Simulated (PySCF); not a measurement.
Energy and gradient calculation, with input and output: C3H8Si

The run: energy and gradient calculation of C3H8Si, SMILES CC(C)[SiH]. Method and program: PBE0/STO-3G, RKS (PySCF 2.14.0).

The geometry comes from this level: PBE0-D4/def2-TZVP. Figures and captions count atoms from 1; the log counts them from 0 in places.

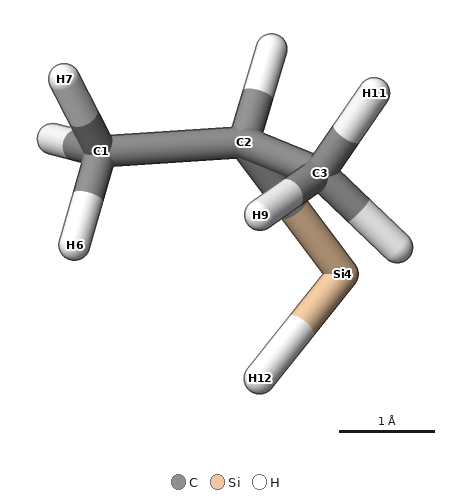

**Figure 1.** The structure (stick view, seen at a tilt; atoms are numbered from 1 in the order of the input).

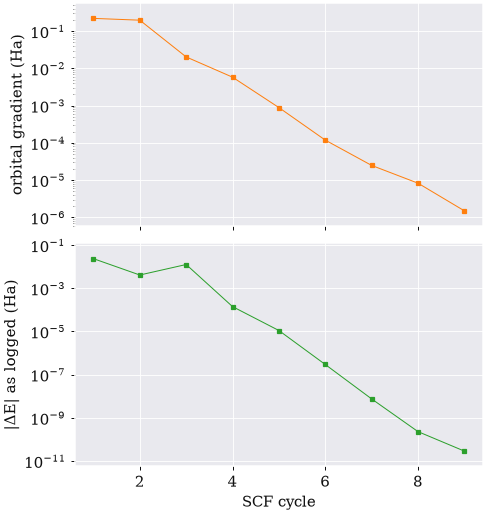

**Figure 2.** Convergence of the self-consistent field: orbital gradient and size of the energy change against the SCF cycle. The residual falls at every step.

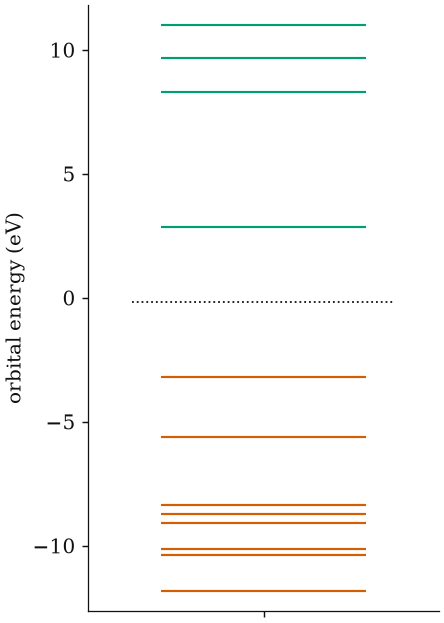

**Figure 3.** Orbital energies near the frontier; the dotted line parts filled from empty levels, and levels within 0.02 eV of each other stand side by side. Highest filled −3.19 eV, lowest empty 2.85 eV, 6.04 eV apart.

The input and output of the run follow.

Input file (calc.py):
```python
from pyscf import gto, dft

mol = gto.M(
    atom=[
    ('C', (-0.253100, 0.907000, -1.062800)),
    ('C', (0.097600, -0.436300, -0.460200)),
    ('C', (0.789900, -0.357500, 0.904100)),
    ('Si', (-1.169000, -1.505700, 0.467600)),
    ('H', (-0.840100, 0.787500, -1.976500)),
    ('H', (-0.850600, 1.498900, -0.364400)),
    ('H', (0.640200, 1.486400, -1.322400)),
    ('H', (0.694200, -1.034400, -1.150400)),
    ('H', (0.750400, 0.645900, 1.325000)),
    ('H', (0.284700, -1.010900, 1.698600)),
    ('H', (1.807500, -0.747500, 0.908500)),
    ('H', (-1.874800, -0.288600, 1.067000)),
],
    verbose=4,
    basis='sto-3g',
    max_memory=1860,
    charge=0,
)

calc0 = dft.RKS(mol)
calc0.xc = 'pbe0'
calc0.conv_tol = 1e-10
calc0.grids.level = 5
calc0.kernel()
if not calc0.converged:
    calc0 = calc0.newton().run(calc0.mo_coeff, calc0.mo_occ)

etot = calc0.e_tot
print('E = %.10f Eh' % etot)
grad = calc0.nuc_grad_method().kernel()
calc0.analyze()
```

Command:
```bash
OMP_NUM_THREADS=1 python calc.py
```

The program's output:
```
PySCF version 2.14.0

[INPUT] num. atoms = 12
[INPUT] num. electrons = 40
[INPUT] charge = 0
[INPUT] spin (= nelec alpha-beta = 2S) = 0
[INPUT] symmetry False subgroup None
[INPUT] Mole.unit = angstrom
[INPUT] Symbol           X                Y                Z      unit          X                Y                Z       unit  Magmom
[INPUT]  1 C     -0.253100000000   0.907000000000  -1.062800000000 AA   -0.478289682127   1.713981594981  -2.008400925188 Bohr   0.0
[INPUT]  2 C      0.097600000000  -0.436300000000  -0.460200000000 AA    0.184437269758  -0.824487508148  -0.869651962525 Bohr   0.0
[INPUT]  3 C      0.789900000000  -0.357500000000   0.904100000000 AA    1.492694665794  -0.675577089532   1.708501389219 Bohr   0.0
[INPUT]  4 Si    -1.169000000000  -1.505700000000   0.467600000000 AA   -2.209089839617  -2.845360625758   0.883635935847 Bohr   0.0
[INPUT]  5 H     -0.840100000000   0.787500000000  -1.976500000000 AA   -1.587558917247   1.488159323095  -3.735043685203 Bohr   0.0
[INPUT]  6 H     -0.850600000000   1.498900000000  -0.364400000000 AA   -1.607401041555   2.832510488111  -0.688616199792 Bohr   0.0
[INPUT]  7 H      0.640200000000   1.486400000000  -1.322400000000 AA    1.209802664947   2.808888911554  -2.498973827125 Bohr   0.0
[INPUT]  8 H      0.694200000000  -1.034400000000  -1.150400000000 AA    1.311847875673  -1.954732703250  -2.173940933700 Bohr   0.0
[INPUT]  9 H      0.750400000000   0.645900000000   1.325000000000 AA    1.418050483874   1.220574103857   2.503887115049 Bohr   0.0
[INPUT] 10 H      0.284700000000  -1.010900000000   1.698600000000 AA    0.538005027664  -1.910324139323   3.209888795186 Bohr   0.0
[INPUT] 11 H      1.807500000000  -0.747500000000   0.908500000000 AA    3.415679970151  -1.412570278112   1.716816184167 Bohr   0.0
[INPUT] 12 H     -1.874800000000  -0.288600000000   1.067000000000 AA   -3.542858538335  -0.545374959549   2.016337774911 Bohr   0.0

nuclear repulsion = 159.990973154198
number of shells = 22
number of NR pGTOs = 96
number of NR cGTOs = 32
basis = sto-3g
ecp = {}

******** <class 'pyscf.dft.rks.RKS'> ********
method = RKS
initial guess = minao
damping factor = 0
level_shift factor = 0
DIIS = <class 'pyscf.scf.diis.CDIIS'>
diis_start_cycle = 1
diis_space = 8
diis_damp = 0
SCF conv_tol = 1e-10
SCF conv_tol_grad = None
SCF max_cycles = 50
direct_scf = True
direct_scf_tol = 1e-13
XC library pyscf.dft.libxc version 7.0.0
    S. Lehtola, C. Steigemann, M. J.T. Oliveira, and M. A.L. Marques.,  SoftwareX 7, 1–5 (2018)
XC functionals = pbe0
radial grids:
    Treutler-Ahlrichs [JCP 102, 346 (1995); DOI:10.1063/1.469408] (M4) radial grids

becke partition: Becke, JCP 88, 2547 (1988); DOI:10.1063/1.454033
pruning grids: <function nwchem_prune>
grids dens level: 5
symmetrized grids: False
atomic radii adjust function: <function treutler_atomic_radii_adjust>
small_rho_cutoff = 0
Set gradient conv threshold to 1e-05
Initial guess from minao.
tot grids = 360808
init E= -403.525835200761
  HOMO = -0.195986111259946  LUMO = 0.00453378230235152  gap/eV = 5.45642
cycle= 1 E= -403.502311259231  delta_E= 0.0235  |g|= 0.219  |ddm|= 4.01
  HOMO = -0.109560529689014  LUMO = 0.103541510680137  gap/eV = 5.79880
cycle= 2 E= -403.506416556472  delta_E= -0.00411  |g|= 0.196  |ddm|= 0.61
  HOMO = -0.113244730765138  LUMO = 0.107728951922397  gap/eV = 6.01300
cycle= 3 E= -403.518970401654  delta_E= -0.0126  |g|= 0.0202  |ddm|= 0.307
  HOMO = -0.116935315574306  LUMO = 0.104901908656583  gap/eV = 6.03650
cycle= 4 E= -403.519111663065  delta_E= -0.000141  |g|= 0.00578  |ddm|= 0.0423
  HOMO = -0.1172569379999  LUMO = 0.104695198938331  gap/eV = 6.03963
cycle= 5 E= -403.519122709527  delta_E= -1.1e-05  |g|= 0.000882  |ddm|= 0.00907
  HOMO = -0.117098783842413  LUMO = 0.104853217418667  gap/eV = 6.03962
cycle= 6 E= -403.519123002086  delta_E= -2.93e-07  |g|= 0.000118  |ddm|= 0.00176
  HOMO = -0.117069133984611  LUMO = 0.104871625006594  gap/eV = 6.03932
cycle= 7 E= -403.519123009532  delta_E= -7.45e-09  |g|= 2.47e-05  |ddm|= 0.000322
  HOMO = -0.117074384733194  LUMO = 0.10486593294423  gap/eV = 6.03930
cycle= 8 E= -403.51912300976  delta_E= -2.27e-10  |g|= 8.23e-06  |ddm|= 5.16e-05
  HOMO = -0.117074393738577  LUMO = 0.104865593470379  gap/eV = 6.03929
cycle= 9 E= -403.519123009788  delta_E= -2.84e-11  |g|= 1.49e-06  |ddm|= 1.65e-05
  HOMO = -0.117074259728744  LUMO = 0.104865896932422  gap/eV = 6.03930
Extra cycle  E= -403.519123009788  delta_E= -2.27e-13  |g|= 1.17e-06  |ddm|= 4.99e-06
converged SCF energy = -403.519123009788
E = -403.5191230098 Eh

******** <class 'pyscf.grad.rks.Gradients'> for <class 'pyscf.dft.rks.RKS'> ********
unit = Eh/Bohr
grid_response = False
--------------- RKS gradients ---------------
         x                y                z
0 C     0.0010818262    -0.0099354722     0.0028521740
1 C     0.0124650141     0.0188162024    -0.0032614938
2 C    -0.0106939226    -0.0006146885    -0.0152040688
3 Si     0.0174912037    -0.0073479767    -0.0034511804
4 H     0.0022946358     0.0013850884     0.0042831035
5 H     0.0017763371    -0.0029902797    -0.0023564872
6 H    -0.0027650983    -0.0025008640     0.0007389572
7 H    -0.0039352253    -0.0004868927     0.0031608336
8 H    -0.0030750703    -0.0061034563    -0.0020885845
9 H     0.0013418474    -0.0003812754     0.0047465821
10 H    -0.0077914944    -0.0015902128     0.0013599607
11 H    -0.0081900176     0.0117493790     0.0092208323
----------------------------------------------
**** SCF Summaries ****
Total Energy =                        -403.519123009788302
Nuclear Repulsion Energy =             159.990973154198343
One-electron Energy =                 -874.370201316006614
Two-electron Energy =                  310.860105152019969
Two-electron Coulomb Energy =          350.904953952257017
DFT Exchange-Correlation Energy =      -40.044848800237062
HOMO-LUMO gap [eV] =                     6.039299276246262
**** MO energy ****
MO #1   energy= -65.4001501507392  occ= 2
MO #2   energy= -10.0657370677624  occ= 2
MO #3   energy= -10.0326465409249  occ= 2
MO #4   energy= -9.99835542715926  occ= 2
MO #5   energy= -5.06713156672178  occ= 2
MO #6   energy= -3.34808247571879  occ= 2
MO #7   energy= -3.33919553685288  occ= 2
MO #8   energy= -3.33349745145394  occ= 2
MO #9   energy= -0.776099306483815 occ= 2
MO #10  energy= -0.679496068325875 occ= 2
MO #11  energy= -0.55849045270422  occ= 2
MO #12  energy= -0.476404340608203 occ= 2
MO #13  energy= -0.43514079878611  occ= 2
MO #14  energy= -0.381545938660769 occ= 2
MO #15  energy= -0.371794699377573 occ= 2
MO #16  energy= -0.333247313946908 occ= 2
MO #17  energy= -0.320144605199983 occ= 2
MO #18  energy= -0.307648113233254 occ= 2
MO #19  energy= -0.205793317858989 occ= 2
MO #20  energy= -0.117074259728744 occ= 2
MO #21  energy= 0.104865896932422  occ= 0
MO #22  energy= 0.304662606371188  occ= 0
MO #23  energy= 0.355045834821614  occ= 0
MO #24  energy= 0.405226367287822  occ= 0
MO #25  energy= 0.428829551370247  occ= 0
MO #26  energy= 0.440022323737749  occ= 0
MO #27  energy= 0.472061819075562  occ= 0
MO #28  energy= 0.507065940500767  occ= 0
MO #29  energy= 0.52589124769873   occ= 0
MO #30  energy= 0.527552249142647  occ= 0
MO #31  energy= 0.557008510389026  occ= 0
MO #32  energy= 0.591475080578278  occ= 0
 ** Mulliken pop on meta-lowdin orthogonal AOs  **
 ** Mulliken pop  **
pop of  0 C 1s            1.99959
pop of  0 C 2s            1.02558
pop of  0 C 2px           1.05148
pop of  0 C 2py           1.01755
pop of  0 C 2pz           1.05124
pop of  1 C 1s            1.99961
pop of  1 C 2s            1.06823
pop of  1 C 2px           1.14130
pop of  1 C 2py           1.02537
pop of  1 C 2pz           0.94298
pop of  2 C 1s            1.99960
pop of  2 C 2s            1.04151
pop of  2 C 2px           1.02093
pop of  2 C 2py           1.03679
pop of  2 C 2pz           1.03359
pop of  3 Si 1s           2.00000
pop of  3 Si 2s           1.99969
pop of  3 Si 3s           1.74471
pop of  3 Si 2px          1.99808
pop of  3 Si 2py          1.99835
pop of  3 Si 2pz          1.99842
pop of  3 Si 3px          0.39006
pop of  3 Si 3py          1.06824
pop of  3 Si 3pz          0.49972
pop of  4 H 1s            0.95541
pop of  5 H 1s            0.95526
pop of  6 H 1s            0.95964
pop of  7 H 1s            0.96677
pop of  8 H 1s            0.93642
pop of  9 H 1s            0.95940
pop of  10 H 1s           0.93982
pop of  11 H 1s           1.17464
 ** Mulliken atomic charges  **
charge of    0C =     -0.14544
charge of    1C =     -0.17749
charge of    2C =     -0.13242
charge of    3Si =      0.30271
charge of    4H =      0.04459
charge of    5H =      0.04474
charge of    6H =      0.04036
charge of    7H =      0.03323
charge of    8H =      0.06358
charge of    9H =      0.04060
charge of   10H =      0.06018
charge of   11H =     -0.17464
Dipole moment(X, Y, Z, Debye):  0.60375,  0.14308,  0.25153
```

Key numbers:

| quantity | value |
| --- | --- |
| outcome | converged |
| total energy | −403.519123 hartree |
| basis functions | 32 |
| largest force | 1.173 eV/Å |
| HOMO | −3.19 eV |
| LUMO | 2.85 eV |
| dipole moment | 0.67 D |
| hardware | 1 thread of Arm Neoverse V2, 24 GiB of memory available, shared host |
| wall time | 11 s |
| peak memory | 0.39 GiB |
